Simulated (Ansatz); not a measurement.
# SnH₂Cl+ (SMILES [Cl][SnH2+]): one structure at several levels

Aim: energy, forces and dipole at a frame of a short trajectory, from CCSD(T) and from density functionals.

The runs use Ansatz 0.2.0, Gaussian basis; single points in def2-TZVPP.

Cores are frozen in the correlated methods. Filled d shells of the heavier atoms are correlated. Core potentials replace the inner electrons past krypton, and spin-orbit coupling is left out.

2 further runs of the same task are left out: 2 that didn't finish.

### Step 1. The starting structure

SMILES `[Cl][SnH2+]`, 4 atoms, charge 1, spin multiplicity 1.

Atoms are counted from 1 here; the program's logs count them from 0.

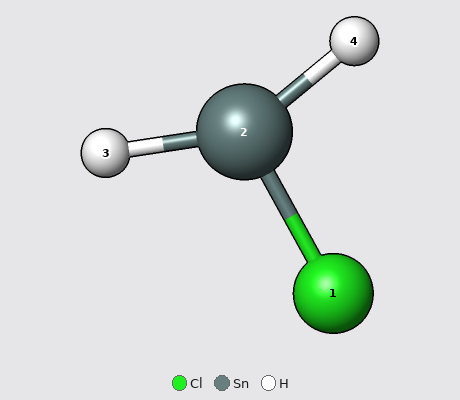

Start geometry, drawn with chlorine green, tin teal, hydrogen white; atoms are numbered from 1 in the order of the file.

As a file:

```
Cl   -2.01549    0.16605   -0.71307
Sn    0.06023   -0.00784    0.02260
H     0.32440   -1.54931    0.63542
H     0.65348    1.55959   -0.31024
```

### Step 2. PBE-D4/def2-TZVPP

Contents of run/in.yaml:

```yaml
crystal:
  periodic: [false, false, false]
  atoms:
    - {symbol: Cl, position_ang: [-2.015493, 0.166051, -0.713074]}
    - {symbol: Sn, position_ang: [0.060233, -0.007840, 0.022600]}
    - {symbol: H, position_ang: [0.324396, -1.549310, 0.635416]}
    - {symbol: H, position_ang: [0.653484, 1.559590, -0.310238]}
basis:
  gaussian: {orbitals: def2-TZVPP}
total_charge: 1
hamiltonian: {xc: pbe, dispersion: d4}
output: {forces: true}
```

Run with:

```bash
$ ansatz run in.yaml --threads 2 --pin off --events-out ev --progress --plain --max-ram 3481MiB
```

Log:

```text
Functional definition: PBE
  name "PBE"
  cite "Perdew, Burke & Ernzerhof, Phys. Rev. Lett. 77, 3865 (1996) doi:10.1103/PhysRevLett.77.3865"
  parent pbe
  parameter kappa = 0.804
  parameter beta = 0.06672455060314922
  exchange = pbe_x(kappa = kappa, mu = beta*pi^2/3)
  correlation = pbe_c(beta = beta)
800 factors; their error is unknown
mean field evaluation 1: about -18368.8374 eV, gradient 4.5e1 eV
mean field evaluation 2: about -18257.2022 eV, gradient 1.5e2 eV
mean field evaluation 4: about -18373.7668 eV, gradient 8.9e0 eV
mean field evaluation 8: about -18373.9291 eV, gradient 1.8e-1 eV
mean field evaluation 16: about -18373.9134 eV, gradient 2.1e-4 eV
mean field -18373.91343090 eV, -675.2288642999 hartree, gradient 5.7e-5 eV, S^2 0.000000; 0 other end points of the search recorded, 0 dependent functions left out
the calculation of the forces begins
reference -18373.91346650 eV, -675.2288656079 hartree; 20, 20 occupied and 100, 100 virtual orbitals, 800 factors
Total energy: -18373.97258112 eV, -675.2310380303 hartree
Atom 0 at    -2.015493     0.166051    -0.713074 Å, force    -1.216972    -0.051719    -0.382590 eV/Å
Atom 1 at     0.060233    -0.007840     0.022600 Å, force     0.581674     0.455360     0.047705 eV/Å
Atom 2 at     0.324396    -1.549310     0.635416 Å, force     0.284008    -0.101243     0.122785 eV/Å
Atom 3 at     0.653484     1.559590    -0.310238 Å, force     0.351290    -0.302397     0.212101 eV/Å
Dipole moment:     0.595632    -0.061740     0.214646 e Å
```

It took 3.3 s on 2 threads of Intel Xeon at 2.50GHz, shared host; peak memory 0.14 GiB.

### Step 3. r2SCAN-D4/def2-TZVPP

Edit run/in.yaml of step 2 so:

```diff
@@ -10,3 +10,3 @@
 total_charge: 1
-hamiltonian: {xc: pbe, dispersion: d4}
+hamiltonian: {xc: r2scan, dispersion: d4}
 output: {forces: true}
```

Run with:

```bash
$ ansatz run in.yaml --threads 2 --pin off --events-out ev --progress --plain --max-ram 3481MiB
```

Log (excerpt; [...] marks lines left out):

```text
Functional definition: r2SCAN
  name "r2SCAN"
  cite "Furness, Kaplan, Ning, Perdew & Sun, J. Phys. Chem. Lett. 11, 8208 (2020) doi:10.1021/acs.jpclett.0c02405"
  cite "Furness, Kaplan, Ning, Perdew & Sun, J. Phys. Chem. Lett. 11, 9248 (2020) doi:10.1021/acs.jpclett.0c03077"
  parent r2scan
[...]
800 factors; their error is unknown
[...]
mean field -18380.47026413 eV, -675.4698234767 hartree, gradient 4.0e-5 eV, S^2 0.000000; 0 other end points of the search recorded, 0 dependent functions left out
[...]
reference -18380.47027357 eV, -675.4698238236 hartree; 20, 20 occupied and 100, 100 virtual orbitals, 800 factors
Total energy: -18380.48205342 eV, -675.4702567250 hartree
Atom 0 at    -2.015493     0.166051    -0.713074 Å, force    -0.931074    -0.085524    -0.278134 eV/Å
Atom 1 at     0.060233    -0.007840     0.022600 Å, force     0.371151     0.491371    -0.031089 eV/Å
Atom 2 at     0.324396    -1.549310     0.635416 Å, force     0.262216     0.110071     0.043177 eV/Å
Atom 3 at     0.653484     1.559590    -0.310238 Å, force     0.297707    -0.515919     0.266047 eV/Å
Dipole moment:     0.632361    -0.066286     0.228062 e Å
```

Wall time 4.8 s (2 threads of Intel Xeon at 2.50GHz, shared host); peak memory 0.15 GiB.

### Step 4. PBE0-D4/def2-TZVPP

Edit run/in.yaml of step 3 so:

```diff
@@ -10,3 +10,3 @@
 total_charge: 1
-hamiltonian: {xc: r2scan, dispersion: d4}
-output: {forces: true}
+hamiltonian: {xc: pbe0, dispersion: d4}
+output: {forces: true, orbitals: {seedname: orbitals}}
```

Run with:

```bash
$ ansatz run in.yaml --threads 2 --pin off --events-out ev --progress --plain --max-ram 3481MiB
```

Log (excerpt; [...] marks lines left out):

```text
Functional definition: PBE0
  name "PBE0"
  cite "Adamo & Barone, J. Chem. Phys. 110, 6158 (1999) doi:10.1063/1.478522"
[... 2 set-up lines as earlier in the session ...]
[...]
904 factors; their error is unknown
[...]
mean field -18375.15763743 eV, -675.2745880463 hartree, gradient 4.2e-5 eV, S^2 0.000000; 0 other end points of the search recorded, 0 dependent functions left out
[...]
reference -18375.15766256 eV, -675.2745889699 hartree; 20, 20 occupied and 100, 100 virtual orbitals, 904 factors
Total energy: -18375.20727997 eV, -675.2764123761 hartree
Atom 0 at    -2.015493     0.166051    -0.713074 Å, force    -0.844674    -0.091640    -0.248009 eV/Å
Atom 1 at     0.060233    -0.007840     0.022600 Å, force     0.247702     0.500944    -0.074300 eV/Å
Atom 2 at     0.324396    -1.549310     0.635416 Å, force     0.282380     0.110796     0.049421 eV/Å
Atom 3 at     0.653484     1.559590    -0.310238 Å, force     0.314592    -0.520100     0.272887 eV/Å
Dipole moment:     0.652895    -0.068050     0.235261 e Å
```

Run time: 4 s. Hardware: 2 threads of Intel Xeon at 2.50GHz, shared host; peak memory 0.21 GiB.

### Step 5. wB97M-V/def2-TZVPP

Edit run/in.yaml of step 4 so:

```diff
@@ -10,3 +10,3 @@
 total_charge: 1
-hamiltonian: {xc: pbe0, dispersion: d4}
-output: {forces: true, orbitals: {seedname: orbitals}}
+hamiltonian: {xc: {name: wB97M-V}}
+output: {forces: true}
```

Run with:

```bash
$ ansatz run in.yaml --threads 2 --pin off --events-out ev --progress --plain --max-ram 3481MiB
```

Log (excerpt; [...] marks lines left out):

```text
Functional definition: wB97M-V
  name "wB97M-V"
  cite "Mardirossian & Head-Gordon, J. Chem. Phys. 144, 214110 (2016) doi:10.1063/1.4952647"
  cite "Becke, J. Chem. Phys. 107, 8554 (1997) doi:10.1063/1.475007"
  cite "Vydrov & Van Voorhis, J. Chem. Phys. 133, 244103 (2010) doi:10.1063/1.3521275"
  # Of w^i u^j: cxij and so on, Table III.
[...]
  gx(w, u) = 1 - cx + cx01*u + cx10*w
  gss(w, u) = css00 + css04*u^4 + css10*w + css20*w^2 + css43*w^4*u^3
  gos(w, u) = cos00 + cos10*w + (cos20 + cos21*u)*w^2 + (cos60 + cos61*u)*w^6
[...]
      + integral(e_c_pw_mod_opposite_spin*gos(b97_w_opposite, b97_u_opposite)) + vv10(b, c)
860 factors; their error is unknown
167 factors; integrals over basis functions are off by at most 3.0e-5 eV
[...]
mean field -18377.03548133 eV, -675.3435975368 hartree, gradient 8.7e-5 eV, S^2 0.000000; 0 other end points of the search recorded, 0 dependent functions left out
[...]
reference -18377.03552250 eV, -675.3435990498 hartree; 20, 20 occupied and 100, 100 virtual orbitals, 860 factors
Total energy: -18377.03552250 eV, -675.3435990498 hartree
Atom 0 at    -2.015493     0.166051    -0.713074 Å, force    -0.803458    -0.098162    -0.232478 eV/Å
Atom 1 at     0.060233    -0.007840     0.022600 Å, force     0.241559     0.504865    -0.076564 eV/Å
Atom 2 at     0.324396    -1.549310     0.635416 Å, force     0.278311     0.263445    -0.004096 eV/Å
Atom 3 at     0.653484     1.559590    -0.310238 Å, force     0.283587    -0.670149     0.313137 eV/Å
Dipole moment:     0.665999    -0.069944     0.240096 e Å
```

Wall time 10 s (2 threads of Intel Xeon at 2.50GHz, shared host); peak memory 0.27 GiB.

### Step 6. CCSD(T)/def2-TZVPP

Edit run/in.yaml of step 5 so:

```diff
@@ -10,3 +10,3 @@
 total_charge: 1
-hamiltonian: {xc: {name: wB97M-V}}
+correlation: {method: ccsd_t}
 output: {forces: true}
```

Run with:

```bash
$ ansatz run in.yaml --threads 2 --pin off --events-out ev --progress --plain --max-ram 3481MiB
```

Log (excerpt; [...] marks lines left out):

```text
Functional definition: HF
  name "HF"
  cite "Fock, Z. Phys. 61, 126 (1930) doi:10.1007/BF01340294"
[... 1 set-up line as earlier in the session ...]
[...]
869 factors; integrals over basis functions are off by at most 8.9e-4 eV
[...]
mean field -18333.96389099 eV, -673.7607457870 hartree, gradient 6.3e-6 eV, S^2 0.000000; 0 other end points of the search recorded, 0 dependent functions left out
9 core orbitals not correlated: weight in the atoms' cores, before any rotation towards them, 1.000 or more for the frozen orbitals, at most 0.000 for the correlated occupied ones
reference -18333.96389099 eV, -673.7607457870 hartree; 11, 11 occupied and 100, 100 virtual orbitals, 869 factors
second order -13.31525637 eV of doubles, -0.00000000 eV of singles
cycle   1  -13.47453575 eV  change   -1.6e-1 eV  update   8.7e-2
[...]
cycle  11  -13.87832309 eV  change   -2.7e-6 eV  update   5.0e-6
perturbative correction -0.46961151 eV, -0.0172579046 hartree
[...]
working
Total energy: -18348.31182559 eV, -674.2880226581 hartree
Atom 0 at    -2.015493     0.166051    -0.713074 Å, force    -0.881848    -0.092736    -0.259850 eV/Å
Atom 1 at     0.060233    -0.007840     0.022600 Å, force     0.296775     0.491139    -0.054298 eV/Å
Atom 2 at     0.324396    -1.549310     0.635416 Å, force     0.283709     0.226230     0.010440 eV/Å
Atom 3 at     0.653484     1.559590    -0.310238 Å, force     0.301364    -0.624633     0.303708 eV/Å
Dipole moment:     0.650500    -0.067855     0.234333 e Å
```

Run time: 98 s. Hardware: 2 threads of Intel Xeon at 2.50GHz, shared host; peak memory 0.86 GiB.

### Step 7. The levels compared

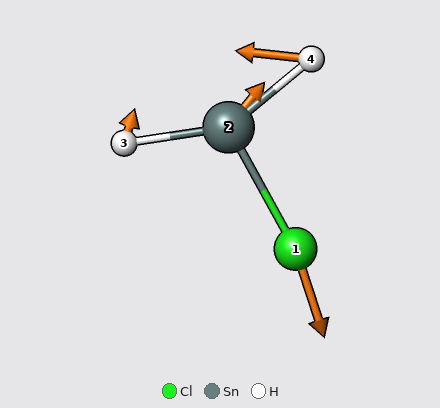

Forces at CCSD(T); the longest arrow is 0.92 eV/Å.

| method | RMS force component (eV/Å) | RMS error against CCSD(T) (eV/Å) | angle to CCSD(T) forces (°) |
| --- | --- | --- | --- |
| PBE-D4 | 0.460 | 0.195 | 24.9 |
| r2SCAN-D4 | 0.392 | 0.056 | 8.1 |
| PBE0-D4 | 0.370 | 0.051 | 6.5 |
| wB97M-V | 0.388 | 0.035 | 4.9 |
| CCSD(T) | 0.397 | reference | reference |

Energy less the free neutral atoms in their ground states at the same level (atoms from separate runs):

Differences are taken before rounding.

| method | rung | energy less atoms (eV) | from CCSD(T) (eV) |
| --- | --- | --- | --- |
| PBE-D4 | GGA | -0.654 | -0.211 |
| r2SCAN-D4 | meta-GGA | -0.621 | -0.178 |
| PBE0-D4 | hybrid | -0.496 | -0.053 |
| wB97M-V | range-separated hybrid | -0.650 | -0.208 |
| Hartree-Fock | wavefunction | 1.514 | +1.957 |
| MP2 | wavefunction | -0.289 | +0.154 |
| CCSD | wavefunction | -0.293 | +0.150 |
| CCSD(T) | wavefunction | -0.443 | 0 |

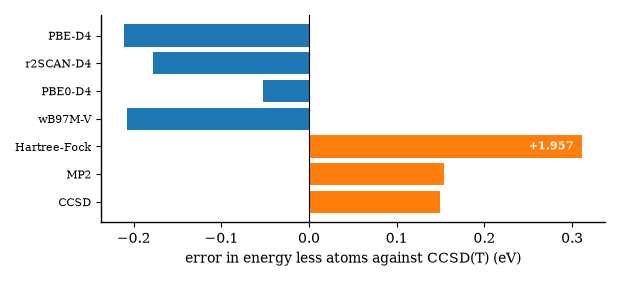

How far each level lands from CCSD(T). Bars with a number in them are cut short.

Cost and force error (times from a shared host):

| method | time | RMS force error (eV/Å) |
| --- | --- | --- |
| PBE-D4 | 3.3 s | 0.195 |
| r2SCAN-D4 | 4.8 s | 0.056 |
| PBE0-D4 | 4 s | 0.051 |
| wB97M-V | 10 s | 0.035 |
| CCSD(T) | 98 s | 0 |

### Step 8. Summary of results

| quantity | value |
| --- | --- |
| energy less free atoms, CCSD(T)/def2-TZVPP | -0.443 eV |
| RMS force component | 0.370 to 0.460 eV/Å over the methods |
| RMS force error | PBE-D4 0.195, r2SCAN-D4 0.056, PBE0-D4 0.051, wB97M-V 0.035 eV/Å |
| HOMO and LUMO, PBE0-D4 | -14.66 and -9.06 eV |
| T1 diagnostic | 0.015 |

What this shows: Against CCSD(T) the functionals' energies less atoms differ by -0.211 to -0.053 eV, PBE-D4 by -0.211 eV. The reference is not at the basis limit: in triple zeta CCSD(T) underbinds, which counts against methods that bind more; the gaps are no ranking. The forces of wB97M-V come nearest to CCSD(T), those of PBE-D4 are farthest. Frozen-core CCSD(T) forces in triple zeta carry basis errors of their own, and this is one geometry, so small gaps rank nothing.
